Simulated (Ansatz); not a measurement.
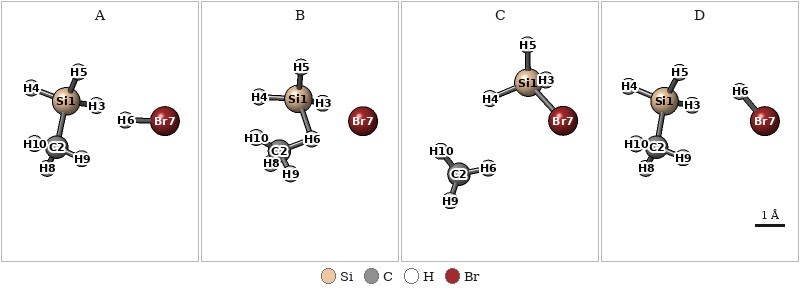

4 geometries from a converged minimum-energy path of CH$_{7}$BrSi, made up of CH6Si and HBr, shuffled. The picture is a ball-and-stick view, seen at a tilt.

Theory: RKS PBE0-D4/def2-SVP (Ansatz 0.2.0). Run with 5 movable images; climbing image; force threshold 0.05 eV/Å; iteration limit 60; starting path through a guess of the saddle point.

Q: One of them is the converged climbing image. Which?

A: B. In order along the path, whose images run from 0 to 6: D (image 0, 0.0 kcal/mol), A (image 1, +1.3 kcal/mol), B (image 3, +38.9 kcal/mol), C (image 6, −20.8 kcal/mol). Breaking: H6–Br7 (1.42 → 1.95 at the top → 3.16 Å), Si1–C2 (1.88 → 2.17 at the top → 4.24 Å). Forming: C2–H6 (3.74 → 1.24 at the top → 1.10 Å), Si1–Br7 (4.02 → 2.76 at the top → 2.23 Å).

Limits of the set-up: the start holds two separate molecules, 2.5 Å apart at their closest, whose relative position is a soft coordinate.
